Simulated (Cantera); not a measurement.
Input: 1 mol V2O5, 0.6 mol H2, at 1.00 bar.

Equilibrium computed with Cantera from the NASA thermochemical tables; the gas is ideal and each condensed phase is pure. Candidate condensed phases: H2O, V, VO, V2O3, V2O4, V2O5; 12 gas species. Mutual solubility and eutectic melting of coexisting phases are not modelled. Condensed phases not in the tables: the oxides between V2O3 and V2O5 other than VO2. Gases not in the tables: V4O10. Rates play no part.

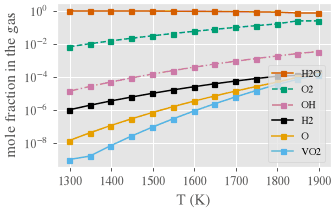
*Equilibrium gas composition (values under 1e-9 drawn at 1e-9)*

From 1298 K to 1798 K the condensed part is V2O4(s) + V2O5(l). From 1848 K to 1898 K the condensed part is V2O4(l).
